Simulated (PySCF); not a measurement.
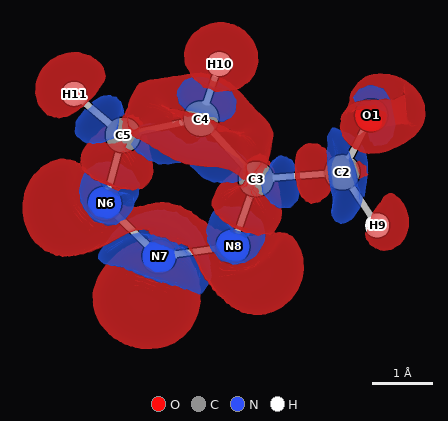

Figure 1: C4H3N3O, SMILES `O=Cc1ccnnn1`. Fukui function f⁻ = ρ(N) − ρ(N−1) at fixed geometry, surfaces at ±0.015 e/Å³ (red positive, blue negative).

PySCF calculation, CAM-B3LYP/6-31+G*, gas phase; geometry: GFN2-xTB. No frequency check shows the geometry to be a minimum.

Input script:

```python
import numpy as np
from pyscf import gto, scf, dft
from pyscf.scf import atom_ks, atom_hf
from scipy.linalg import block_diag

def solve(mol, dm0=None, hcore=None):
    mf = (dft.UKS if mol.spin else dft.RKS)(mol, xc='camb3lyp')
    mf.grids.level = 3
    mf = mf.density_fit(auxbasis='def2-universal-jkfit')
    mf.conv_tol, mf.max_cycle = 1e-8, 80
    if hcore is not None:
        mf.get_hcore = lambda *args: hcore
    mf.kernel(dm0)
    if not mf.converged:
        mf = mf.newton().run(mf.mo_coeff, mf.mo_occ, max_cycle=30)
    assert mf.converged, 'SCF not converged'
    return mf

mol = gto.M(atom='''
O     -2.77942    -0.39355     0.00000
C     -1.93769     0.46107     0.00000
C     -0.47771     0.18331     0.00000
C      0.03593    -1.11350     0.00000
C      1.42334    -1.18581     0.00000
N      2.16455    -0.08668     0.00000
N      1.61189     1.08007     0.00000
N      0.33672     1.24042     0.00000
H     -2.16967     1.53906     0.00000
H     -0.61296    -1.97497     0.00000
H      1.96269    -2.12280     0.00000
''', basis='6-31+g*', charge=0, spin=0, verbose=4)
mf = solve(mol)
out = dict(e0=mf.e_tot, dm0=mf.make_rdm1(), c=mf.mo_coeff, occ=mf.mo_occ, eps=mf.mo_energy)
for name, dq, spin in [('cation', 1, 1), ('anion', -1, 1)]:
    ion = mol.copy().set(charge=mol.charge + dq, spin=spin).build()
    mi = solve(ion)
    if spin and dq > 0 and mol.nao < 130:
        c, _, stable, _ = mi.stability(return_status=True)
        if not stable:
            mi = solve(ion, mi.make_rdm1(c, mi.mo_occ))
    print(name, 'vertical energy change / eV', (mi.e_tot - mf.e_tot) * 27.211386)
    out.update({'e_' + name: mi.e_tot, 'dm_' + name: mi.make_rdm1(), 's2_' + name: mi.spin_square()[0], 'eps_' + name: mi.mo_energy, 'occ_' + name: mi.mo_occ})
# spherically averaged free atoms, for the promolecule
atm = atom_ks.get_atm_nrks(mol, xc='camb3lyp')
pro = block_diag(*[(atm[a[0]][2] * atm[a[0]][3]) @ atm[a[0]][2].T for a in mol._atom])
np.savez('result.npz', pro=pro, **out)
```

Run with:

```sh
OMP_NUM_THREADS=1 python input.py
```

The run took 4.6 min on 1 thread of AMD EPYC (Zen 3), on a shared host, peak memory 0.83 GiB.

Partitions, critical points and surface values were worked out afterwards from this run's density.

> Which atoms respond most to the removal of an electron?

f⁻ (Hirshfeld-condensed) is largest on N7 (0.25) and N6 (0.15); the vertical ionisation energy is 9.94 eV (the stability of the cation's solution wasn't checked). Condensed values hint at sites of electrophilic attack but needn't mark the atom that reacts. Orbital relaxation makes it negative in places (0.25 e in all).

| atom | f⁻ | charge |
| --- | --- | --- |
| O1 | +0.08 | −0.22 |
| C2 | +0.03 | +0.15 |
| C3 | +0.07 | +0.05 |
| C4 | +0.08 | −0.01 |
| C5 | +0.09 | +0.05 |
| N6 | +0.15 | −0.10 |
| N7 | +0.25 | −0.04 |
| N8 | +0.13 | −0.10 |
| H9 | +0.03 | +0.07 |
| H10 | +0.05 | +0.08 |
| H11 | +0.05 | +0.08 |
